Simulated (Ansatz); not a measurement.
# (PbSe)2(CaSe)1 [001] superlattice, started as rocksalt type: from the cell to its phonons, part 2 of 3

Wanted: phonon frequencies of (PbSe)2(CaSe)1 [001] superlattice, started as rocksalt type and what follows from them.

Ansatz 0.2.0; DFT PBEsol, scalar-relativistic, plane waves, PAW.

So far: The starting structure; Relaxation. The relaxed cell has a = 4.270, c = 18.117 Å (conventional setting).

The structure was built from a prototype and need not be the compound's stable phase.

In doubt: the program warns that the response may not be converged on this k-mesh (step 4), which bears on the force constants and all frequencies.

### Step 3. Relaxing to small forces for the phonons

Phonons need a cell at rest on their own settings, so the relaxation is repeated with tight tolerances on forces and stress, using the mesh and the filling of the phonon run that follows.

The input, input.yaml:

```yaml
crystal:
  lattice:
    - [3.0196774795, 3.0196774795, 0.0]
    - [-3.0196774795, 3.0196774795, 0.0]
    - [3.0196774795, 0.0, 9.0584195906]
  atoms:
    - { symbol: Ca, position: [0.6666666667, 0.3333333333, 0.6666666667] }
    - { symbol: Pb, position: [0.0007577954, -0.0007577954, -0.0015155908] }
    - { symbol: Pb, position: [0.3325755379, 0.6674244621, 0.3348489241] }
    - { symbol: Se, position: [0.5039072668, 0.4960927332, -0.0078145337] }
    - { symbol: Se, position: [0.8294260665, 0.1705739335, 0.341147867] }
    - { symbol: Se, position: [0.1666666667, 0.8333333333, 0.6666666667] }
kpoints:
  mp_grid: { grid: [8, 8, 8] }
hamiltonian:
  xc: pbesol
scf:
  occupations: { method: fixed }
output:
  forces: true
  stress: true
  eigenvalues: true
relax:
  adjacent_minimum: "off"
  f_tol: 0.001
  max_steps: 60
  cell: { stress_tol: 0.01 }
```

Run with:

```sh
ansatz run input.yaml --threads 8 --pin off --max-ram 14336MiB --backend cpu --events-out ev --progress --plain --runs-dir out
```

Numbers of over 12 decimals in the logs are rounded to 6 here.

Log:

```text
[...]
Crystal: 6 atoms, lattice volume = 165.198 Å³
Basis set: ecut = 420 eV, 3223 PW (Γ), exchange–correlation on 60×60×128 points (8 copies of the dense FFT grid, shifted against one another)
Bands: 52, of which v1, the nominal top of the filled ones, is band 43 counted from 1 (42 counted from 0)
Symmetry: 16 space group operations
[...]
k-points: 59 of 512
[...]
- [3.019903, 3.019903, 0.0]
    - [-3.019903, 3.019903, 0.0]
    - [3.019903, 0, 9.059991]
  atoms:
    - { symbol: Ca, position: [0.666667, 0.333333, 0.666667] }
    - { symbol: Pb, position: [0.000834496, -0.000834496, -0.00166899] }
    - { symbol: Pb, position: [0.332499, 0.667501, 0.335002] }
    - { symbol: Se, position: [0.503996, 0.496004, -0.0079911] }
    - { symbol: Se, position: [0.829338, 0.170662, 0.341324] }
    - { symbol: Se, position: [0.166667, 0.833333, 0.666667] }
[key lines of the parts left out:]
SCF converged after 5 iterations
Free energy (F): -41582.396982 eV
Fermi energy:    8.420423 eV
P = ⅓ Tr σ = 0.0006 GPa (0.006 kbar)
```

It took 20 s on 8 threads of Arm Neoverse V1, shared host; peak memory 0.92 GiB; 2.6 min of CPU time.

Little changed from the start: no atom moved by 0.005 Å and no cell edge by 0.1 %.

Numbers from this step:

```
pressure           : 6.31e-4 GPa
gap on the k-mesh  : 0.8971 eV
volume per atom    : 27.54 Å³
direct gap on mesh : 0.9482 eV
```

The largest force component left is 0.18 meV/Å and the pressure is 0.001 GPa, within the tolerances set. The cell now holds 27.54 Å³/atom.

### Step 4. Modes at Γ

The zone centre is the only wavevector solved here; it holds the modes that light can see, as far as symmetry allows. The response to a homogeneous field gives the Born charges and the dielectric tensor, and its change with displacement the Raman tensors.

The input, input.yaml:

```yaml
crystal:
  lattice:
    - [3.0199029759, 3.0199029759, 0.0]
    - [-3.0199029759, 3.0199029759, 0.0]
    - [3.0199029759, 0.0, 9.0599912898]
  atoms:
    - { symbol: Ca, position: [0.6666666667, 0.3333333333, 0.6666666667] }
    - { symbol: Pb, position: [0.0008344965, -0.0008344965, -0.001668993] }
    - { symbol: Pb, position: [0.3324988369, 0.6675011631, 0.3350023263] }
    - { symbol: Se, position: [0.5039955479, 0.4960044521, -0.0079910959] }
    - { symbol: Se, position: [0.8293377854, 0.1706622146, 0.3413244292] }
    - { symbol: Se, position: [0.1666666667, 0.8333333333, 0.6666666667] }
kpoints:
  mp_grid: { grid: [8, 8, 8] }
hamiltonian:
  xc: pbesol
scf:
  occupations: { method: fixed }
output:
  eigenvalues: true
phonons:
  method: dfpt
  dielectric: true
  rigid_motions: translations
  raman: true
```

Log:

```text
Warning: crystal.symmetry: narrowed to the stabiliser of the run's FFT grids — unitary ops 16 → 4. A phonons.method: dfpt run fills in the rows of the dynamical matrix that it does not solve by its symmetry operations, which is exact only for operations that map its FFT grids onto themselves: filled in by any other, the frequencies could depend on the order in which like atoms are typed, or, by more than the grids' own error, on where the crystal sits among the grids' points. Excluded: 12 operations. The run can therefore solve more perturbations, solve them on more k-points, or both, and cost more. [rest of the remark cut]
[...]
Crystal: 6 atoms, lattice volume = 165.251 Å³
Basis set: ecut = 420 eV, 3223 PW (Γ), exchange–correlation on 60×60×144 points (8 copies of the dense FFT grid, shifted against one another)
Bands: 52, of which v1, the nominal top of the filled ones, is band 43 counted from 1 (42 counted from 0)
Symmetry: 16 space group operations
k-points: 260 of 512 (irreducible under 1 space group operation, time reversal used)
[...]
SCF iter   1: F=—  HF=-41582.404292 eV  |F-HF|=—  |Δ(HF+E_count)|=         —  Δρ=2.70e-3  dr2=2.52e-2  ethr=1.77e-3  ⟨swp⟩=5.4  Hψ=47300  notcnv=0  defer=1619
[...]
SCF iter  10: F=-41582.396982 eV  HF=-41582.396982 eV  |F-HF|=1.46e-11  |Δ(HF+E_count)|=  1.46e-11  Δρ=7.10e-8  dr2=6.65e-12  ethr=1.00e-12  ⟨swp⟩=15.8  Hψ=93132  notcnv=0
SCF 1 converged in 10 iterations: F = -41582.396982 eV  dr2 = 6.65e-12
[...]
NSCF: frozen V_eff on 3 k-points
DFPT response loops at Γ: preconditioner auto → Resta (q_TF=auto, 2.447 Å⁻¹)  ε∞=8.2 (no band partly filled); β = 1.00, the filter's whole step (`scf.mixing.beta` (0.50) is not read by the response loops at its default; to damp them type it under 1.00, their step now; it binds the ground state too); Broyden in place of MSR1
── the response to a field inside a basis, on 10×10×8 k-points: an SCF that follows is theirs, and a resumed run solves both again ──
Bands: 44, of which v1, the nominal top of the filled ones, is band 43 counted from 1 (42 counted from 0)
k-points: 220
[...]
Eigensolver: Dense (220 Hₖ)
SCF iter   1: F=—  HF=-41582.282322 eV  |F-HF|=—  |Δ(HF+E_count)|=         —  Δρ=2.12e-4  dr2=3.07e-5  ethr=1.00e-1
[...]
SCF iter   7: F=-41582.282358 eV  HF=-41582.282358 eV  |F-HF|=0.00e0  |Δ(HF+E_count)|=  2.62e-10  Δρ=1.69e-7  dr2=4.46e-11  ethr=1.00e-12
SCF 1 converged in 7 iterations: F = -41582.282358 eV  dr2 = 4.46e-11
[...]
WARN: field response: ε∞ stands inside a basis, on 10×10×8 points; the force constants stand on the 8×8×8 k-mesh, whose period is 9.02 times the interband length at k = (0.0000, -0.5000, 0.2500), direct gap 0.969 eV, under 14: take them and everything formed from them as unconverged, and compare with a denser kpoints.mp_grid
SCF converged after 10 iterations
Free energy (F): -41582.396982 eV
[...]
Internal energy: -41582.396982 eV  (E = F + TS)
E sigma→0 (E₀):  -41582.396982 eV
Fermi energy:    8.420422 eV
[...]
--- Band table (eV; the first three rows and the last of 260) ---
  k-point 0: bands = [... 39 lower, 6.1662, 7.2273, 7.3676, 7.3676, 10.3769, 11.2409, 11.9719, 12.2770, ... 5 higher]
  k-point 1: bands = [... 39 lower, 6.2535, 7.2284, 7.3555, 7.3555, 10.3749, 11.3615, 11.9206, 12.2770, ... 5 higher]
  k-point 2: bands = [... 39 lower, 6.5312, 7.3253, 7.3253, 7.3974, 10.3699, 11.5758, 11.6367, 12.2771, ... 5 higher]
  k-point 259: bands = [... 39 lower, 6.0962, 6.2171, 6.2654, 7.5348, 10.8816, 11.0185, 11.3837, 12.7478, ... 5 higher]
--- Phonons (Γ-DFPT): 12 representative perturbations + reference, on 260 of 512 k-points (Σ response iterations 44) ---
  ASR residual: 4.443e-5 → 0.000e0 eV/Å²; symmetrization residual: 2.714e-5 eV/Å²
  The last average, over the group as it would stand without the narrowing to the FFT grids, took up to 1.371e-5 eV/Å² of the zone centre's force constants
  ASR residual per site (eV/Å²): 2.53e-5 3.00e-5 3.00e-5 1.59e-5 1.59e-5 4.44e-5
  Γ frequencies (cm⁻¹): 0.00 0.00 0.00 33.99 33.99 48.66 48.66 72.62 79.24 79.79 79.79 82.98 82.98 123.30 136.08 149.20 149.20 180.49
  ε∞ (high-frequency dielectric tensor):
       16.657421     0.000000     0.000000
        0.000000    16.657421     0.000000
        0.000000     0.000000    11.983006
  ε⁰ (static dielectric tensor: ions relaxed, cell fixed):
       65.912676     0.000000    -0.000000
        0.000000    65.912676     0.000000
       -0.000000     0.000000    36.901409
  ε⁰ − ε∞ (ionic part):
       49.255255     0.000000    -0.000000
        0.000000    49.255255     0.000000
       -0.000000     0.000000    24.918403
  softest optical mode at Γ: 33.99 cm⁻¹; the repairs (sum rule, projections) moved no ω² at Γ by more than (2.29 cm⁻¹)²
  Born effective charges Z* (e; rows j = field, columns β = displacement):
    site 0:
         2.07718    0.00000    0.00000
         0.00000    2.07718    0.00000
         0.00000    0.00000    2.44881
    site 1:
         4.98943   -0.00000   -0.00000
        -0.00000    4.98943    0.00000
         0.00000    0.00000    4.05768
    site 2:
         4.98943   -0.00000    0.00000
        -0.00000    4.98943    0.00000
        -0.00000    0.00000    4.05768
    site 3:
        -4.89162    0.00000    0.00000
         0.00000   -4.89162    0.00000
         0.00000    0.00000   -3.17192
    site 4:
        -4.89162    0.00000   -0.00000
         0.00000   -4.89162   -0.00000
        -0.00000    0.00000   -3.17192
    site 5:
        -2.27279   -0.00000    0.00000
         0.00000   -2.27279    0.00000
         0.00000    0.00000   -4.22033
  Z* charge neutrality: 4.120e-2 e pre-enforcement
  solved inside a basis spanned on kpoints, on 10×10×8 k-points transformed towards the longest dipole: ε∞ is read to err by 9.3e-2, Z* by 5.2e-2 e (field_mesh: kpoints solves on kpoints); Z* is corrected for what the basis lacks
  Raman tensors (in the event stream and the table raman_tensors.tsv): an entry may err by 1.6e2 Å², one of the second-order susceptibility by 5.7e-17 pm/V (basis, points and sum rule); their sum over the sites missed zero by 3.553e-15 Å² ahead of its enforcement
  optical modes at Γ without the LO–TO term, one row a degenerate level:
      ω (cm⁻¹)  modes    IR ((D/Å)²/amu)  static Raman (Å⁴/amu)  depolarisation
         33.99      2             0.0000                 1.2318           0.750
         48.66      2             4.8982                 0.0000               —
         72.62      1             0.0000               290.3475           0.262
         79.24      1            10.4942                 0.0000               —
         79.79      2            32.7334                 0.0000               —
         82.98      2             0.0000               448.3456           0.750
        123.30      1             0.0000              1068.4115           0.004
        136.08      1             0.9741                 0.0000               —
        149.20      2             9.4031                 0.0000               —
        180.49      1             6.7321                 0.0000               —
  optical modes at Γ + LO–TO along q̂ = [1.0000, 0.0000, 0.0000]:
      ω (cm⁻¹)  modes    IR ((D/Å)²/amu)  static Raman (Å⁴/amu)  depolarisation
         33.99      2             0.0000                 1.2318           0.750
         48.66      1             2.4491                 0.0000               —
         52.63      1             0.1017                 0.0000               —
         72.62      1             0.0000               290.3475           0.262
         79.24      1            10.4942                 0.0000               —
         79.79      1            16.3667                 0.0000               —
         82.98      2             0.0000               448.3456           0.750
        123.30      1             0.0000              1068.4115           0.004
        124.40      1             5.3113                 0.0000               —
        136.08      1             0.9741                 0.0000               —
        149.20      1             4.7015                 0.0000               —
        175.99      1            18.1044                 0.0000               —
        180.49      1             6.7321                 0.0000               —
  optical modes at Γ + LO–TO along q̂ = [0.0000, 1.0000, 0.0000]:
      ω (cm⁻¹)  modes    IR ((D/Å)²/amu)  static Raman (Å⁴/amu)  depolarisation
         33.99      2             0.0000                 1.2318           0.750
         48.66      1             2.4491                 0.0000               —
         52.63      1             0.1017                 0.0000               —
         72.62      1             0.0000               290.3475           0.262
         79.24      1            10.4942                 0.0000               —
         79.79      1            16.3667                 0.0000               —
         82.98      2             0.0000               448.3456           0.750
        123.30      1             0.0000              1068.4115           0.004
        124.40      1             5.3113                 0.0000               —
        136.08      1             0.9741                 0.0000               —
        149.20      1             4.7015                 0.0000               —
        175.99      1            18.1044                 0.0000               —
        180.49      1             6.7321                 0.0000               —
  optical modes at Γ + LO–TO along q̂ = [0.0000, 0.0000, 1.0000]:
      ω (cm⁻¹)  modes    IR ((D/Å)²/amu)  static Raman (Å⁴/amu)  depolarisation
         33.99      2             0.0000                 1.2318           0.750
         48.66      2             4.8982                 0.0000               —
         72.62      1             0.0000               290.3475           0.262
         79.79      2            32.7334                 0.0000               —
         82.98      2             0.0000               448.3456           0.750
        115.82      1             3.2923                 0.0000               —
        123.30      1             0.0000              1068.4115           0.004
        141.16      1             1.4620                 0.0000               —
        149.20      2             9.4031                 0.0000               —
        208.89      1            13.4461                 0.0000               —
```

The job ended after 39 min (8 threads; peak memory 8.6 GiB).

This step gave:

| Item | Value |
| --- | --- |
| sum-rule residual before enforcement | 4.44e-5 eV/Å² |
| miss of the charge sum rule | 0.04120 e |
| estimated error of the dielectric tensor | 0.09290 |
| estimated error of the Born charges | 0.05175 e |
| point group | 4/mmm |
| highest optical mode at the zone centre (no LO-TO term) | 180.5 cm⁻¹ |
| lowest optical zone-centre mode | 33.99 cm⁻¹ |
| mean high-frequency dielectric constant | 15.10 |
| largest Born charge (third of the trace) | 4.679 e |
| mean static dielectric constant | 56.24 |
| top of the zone-centre spectrum with the field | 208.9 cm⁻¹ |

Without the LO-TO term. Patterns of degenerate modes are one choice out of their space. Modes at Γ, with each element's share of the kinetic energy:

```
mode  frequency (cm⁻¹)  symmetry  Ca %  Pb %  Se %
   1               0.0  acoustic     6    60    34
   2               0.0  acoustic     6    60    34
   3               0.0  acoustic     6    60    34
   4              34.0        Eg     0    83    17
   5              34.0        Eg     0    83    17
   6              48.7        Eu    24    26    51
   7              48.7        Eu    24    26    51
   8              72.6       A1g     0   100     0
   9              79.2       A2u     4    40    56
  10              79.8        Eu     2    14    84
  11              79.8        Eu     2    14    84
  12              83.0        Eg     0    17    83
  13              83.0        Eg     0    17    83
  14             123.3       A1g     0     0   100
  15             136.1       A2u     1     0    99
  16             149.2        Eu    69     0    31
  17             149.2        Eu    69     0    31
  18             180.5       A2u    89     0    11
```

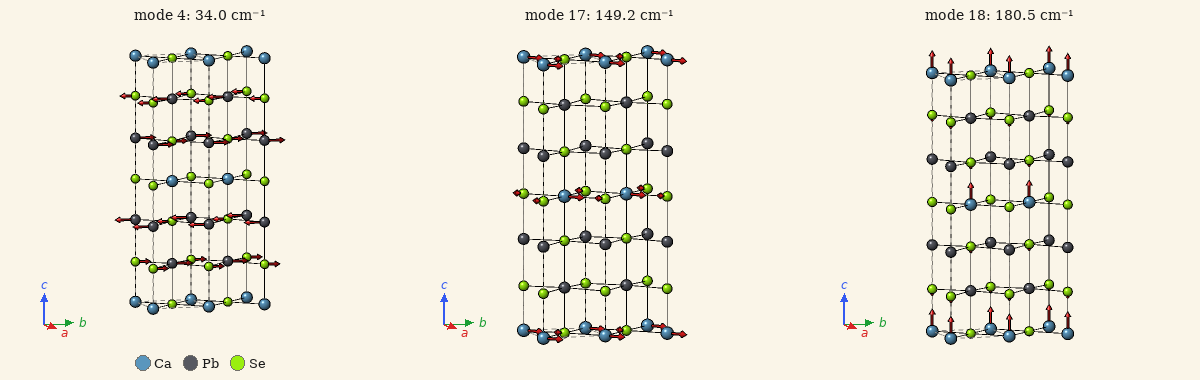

Displacement patterns of modes 4, 17 and 18 at Γ; arrows are exaggerated. 1×2×1 conventional cells are drawn. Some periodic images of atoms are drawn too.

Optical modes at the zone centre, without and with the macroscopic field of the longitudinal modes; each column is sorted by frequency, so a row need not hold one and the same mode. Modes with and without the field, by row:

```
rank among optical modes  no field (cm⁻¹)  q along (1, 0, 0) (cm⁻¹)  q along (0, 0, 1) (cm⁻¹)
                       1               34                        34                        34
                       2               34                        34                        34
                       3             48.7                      48.7                      48.7
                       4             48.7                      52.6                      48.7
                       5             72.6                      72.6                      72.6
                       6             79.2                      79.2                      79.8
                       7             79.8                      79.8                      79.8
                       8             79.8                        83                        83
                       9               83                        83                        83
                      10               83                     123.3                     115.8
                      11            123.3                     124.4                     123.3
                      12            136.1                     136.1                     141.2
                      13            149.2                     149.2                     149.2
                      14            149.2                       176                     149.2
                      15            180.5                     180.5                     208.9
```

Born charge (rows field, columns displacement) (e), principal values of the symmetric part by kind of site:

```
atom  atoms with these values    low  middle   high   mean
 Ca1                        1   2.08    2.08   2.45   2.20
 Pb2                        2   4.06    4.99   4.99   4.68
 Se4                        2  -4.89   -4.89  -3.17  -4.32
 Se6                        1  -4.22   -2.27  -2.27  -2.92
```

In full for Se6:

```
-2.27  0.00  0.00
 0.00 -2.27  0.00
 0.00  0.00 -4.22
```

High-frequency dielectric tensor:

```
16.66  0.00  0.00
 0.00 16.66  0.00
 0.00  0.00 11.98
```

Static dielectric tensor (ions relaxed, fixed cell):

```
65.91  0.00  0.00
 0.00 65.91  0.00
 0.00  0.00 36.90
```

(Part 2 of 3 ends here.)

[Logs are printed without paths, hosts, clocks, repeated set-up lines and the standing remarks that a program may print on its own settings, such as how far it seeks lower states.]

[Hosts, paths, dates, database ids (printed as entryN), source tags and the programs' standing remarks are cut or masked in the printed files.]
